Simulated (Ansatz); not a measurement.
# Single-point calculation of C2H4F2Sn

- system: C2H4F2Sn
- method: RKS wB97M-V/def2-TZVPP (Ansatz 0.2.0)

The geometry comes from this level: PBE0-D4/def2-TZVP. Figures and captions count atoms from 1; the log counts them from 0 in places.

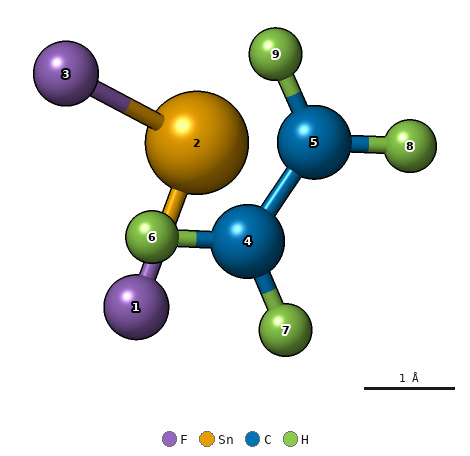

*The input geometry (ball-and-stick view, seen at a tilt; atoms are numbered from 1 in the order of the input). Sticks mark near contacts.*

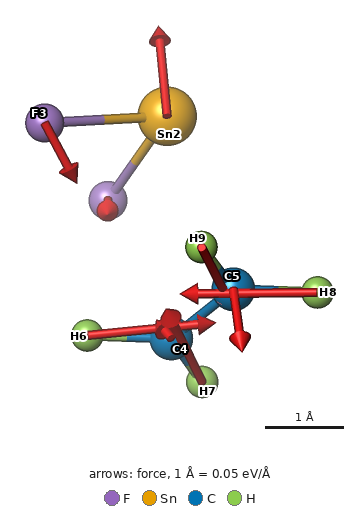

*Forces on the atoms as red arrows (ball-and-stick view, seen at a tilt; atoms are numbered from 1 in the order of the input).*

The largest act on H7, H8, H9 (0.09 eV/Å); H6 (0.08 eV/Å); Sn2 (0.07 eV/Å); C5 (0.05 eV/Å), among others. The geometry is not a stationary point of this energy.

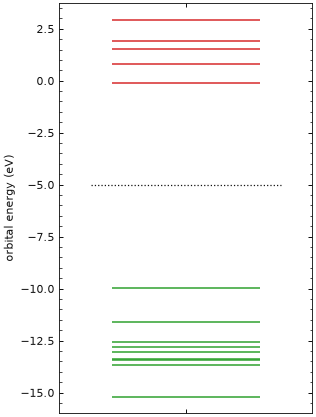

*Orbital energies near the frontier; the dotted line parts filled from empty levels, and levels within 0.02 eV of each other stand side by side.*

Highest filled −9.95 eV, lowest empty −0.09 eV, 9.86 eV apart.

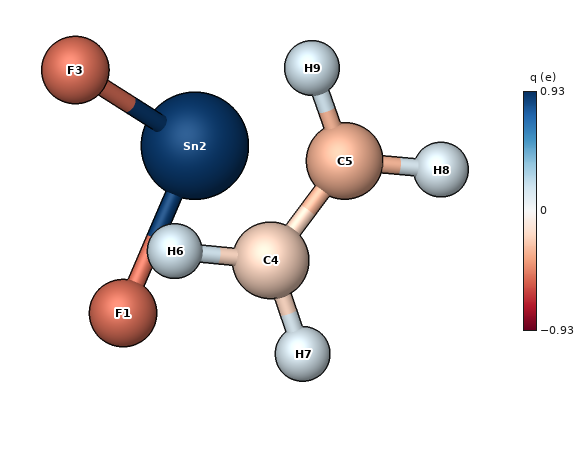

*Mulliken charges, as the colour of each atom (ball-and-stick view, seen at a tilt; atoms are numbered from 1 in the order of the input).*

By element: F −0.51, Sn +0.89, C −0.31 to −0.20 and H +0.15 to +0.18 e.

The input and output of the run follow.

## The input
```yaml
crystal:
  periodic: [false, false, false]
  atoms:
    - {symbol: F, position_ang: [1.328390, -1.861200, -1.088189]}
    - {symbol: Sn, position_ang: [1.003118, -1.549431, 0.809097]}
    - {symbol: F, position_ang: [2.200874, -0.016859, 0.954900]}
    - {symbol: C, position_ang: [-0.489988, 0.524042, -0.730854]}
    - {symbol: C, position_ang: [-0.991110, 0.594503, 0.501943]}
    - {symbol: H, position_ang: [0.460078, 0.983334, -0.980141]}
    - {symbol: H, position_ang: [-1.000192, -0.008499, -1.525418]}
    - {symbol: H, position_ang: [-1.944603, 0.143110, 0.756766]}
    - {symbol: H, position_ang: [-0.478166, 1.144600, 1.284895]}
basis:
  gaussian: {orbitals: def2-TZVPP}
hamiltonian: {xc: {name: wB97M-V}}
output: {forces: true, orbitals: {seedname: orbitals}}
```

Launch command:
```bash
ansatz run in.yaml --threads 4 --pin off --events-out ev --progress --plain --max-ram 10444MiB
```

## What the program printed
```
Functional definition: wB97M-V
  name "wB97M-V"
  cite "Mardirossian & Head-Gordon, J. Chem. Phys. 144, 214110 (2016) doi:10.1063/1.4952647"
  cite "Becke, J. Chem. Phys. 107, 8554 (1997) doi:10.1063/1.475007"
  cite "Vydrov & Van Voorhis, J. Chem. Phys. 133, 244103 (2010) doi:10.1063/1.3521275"
  # Of w^i u^j: cxij and so on, Table III.
  parameter omega = 0.3/bohr
  parameter cx = 0.15
  parameter cx01 = 1.007
  parameter cx10 = 0.259
  parameter css00 = 0.443
  parameter css04 = -1.437
  parameter css10 = -4.535
  parameter css20 = -3.390
  parameter css43 = 4.278
  parameter cos00 = 1.000
  parameter cos10 = 1.358
  parameter cos20 = 2.924
  parameter cos21 = -8.812
  parameter cos60 = -1.390
  parameter cos61 = 9.142
  parameter b = 6.0
  parameter c = 0.01
  gx(w, u) = 1 - cx + cx01*u + cx10*w
  gss(w, u) = css00 + css04*u^4 + css10*w + css20*w^2 + css43*w^4*u^3
  gos(w, u) = cos00 + cos10*w + (cos20 + cos21*u)*w^2 + (cos60 + cos61*u)*w^6
  exchange = spin_sum(e_x_unif_sr(omega)*gx(b97_w, b97_u_x)) + cx*exact_x_sr(omega) + exact_x_lr(omega)
  correlation = spin_sum(e_c_pw_mod_same_spin*gss(b97_w, b97_u_same))
      + integral(e_c_pw_mod_opposite_spin*gos(b97_w_opposite, b97_u_opposite)) + vv10(b, c)
1340 factors; their error is unknown
299 factors; integrals over basis functions are off by at most 9.1e-6 eV
mean field evaluation 1: about -13399.0019 eV, gradient 6.2e1 eV
mean field evaluation 2: about -13396.2452 eV, gradient 8.3e1 eV
mean field evaluation 4: about -13405.9048 eV, gradient 2.2e0 eV
mean field evaluation 8: about -13405.9254 eV, gradient 6.4e-2 eV
mean field evaluation 16: about -13405.9748 eV, gradient 4.2e-4 eV
mean field -13405.97480420 eV, -492.6604871584 hartree, gradient 8.7e-5 eV, S^2 0.000000; 0 other end points of the search recorded, 0 dependent functions left out
the calculation of the forces begins
reference -13405.97485797 eV, -492.6604891341 hartree; 28, 28 occupied and 202, 202 virtual orbitals, 1340 factors
Total energy: -13405.97485797 eV, -492.6604891341 hartree
Atom 0 at     1.328390    -1.861200    -1.088189 Å, force    -0.009118     0.038184     0.018969 eV/Å
Atom 1 at     1.003118    -1.549431     0.809097 Å, force     0.037027    -0.057342     0.017262 eV/Å
Atom 2 at     2.200874    -0.016859     0.954900 Å, force    -0.035517     0.002786    -0.029067 eV/Å
Atom 3 at    -0.489988     0.524042    -0.730854 Å, force     0.016045    -0.012834    -0.002248 eV/Å
Atom 4 at    -0.991110     0.594503     0.501943 Å, force    -0.027790     0.041672    -0.009764 eV/Å
Atom 5 at     0.460078     0.983334    -0.980141 Å, force    -0.068569    -0.036726     0.030666 eV/Å
Atom 6 at    -1.000192    -0.008499    -1.525418 Å, force     0.034349     0.040629     0.070005 eV/Å
Atom 7 at    -1.944603     0.143110     0.756766 Å, force     0.077531     0.031761    -0.029843 eV/Å
Atom 8 at    -0.478166     1.144600     1.284895 Å, force    -0.023957    -0.048130    -0.065981 eV/Å
Dipole moment:    -0.701188    -0.051854     0.353755 e Å
```

## Results in brief

| quantity | value |
| --- | --- |
| outcome | converged |
| total energy | −13405.9749 eV |
| SCF solution under orbital rotations | stable |
| HOMO | −9.95 eV |
| LUMO | −0.09 eV |
| largest force (length of the vector) | 0.089 eV/Å |
| dipole moment | 3.78 D |
| hardware | 4 threads of Arm Neoverse V2, 23 GiB of memory available, shared host |
| wall time | 8 s (CPU time 31 s) |
| peak memory | 0.8 GiB |
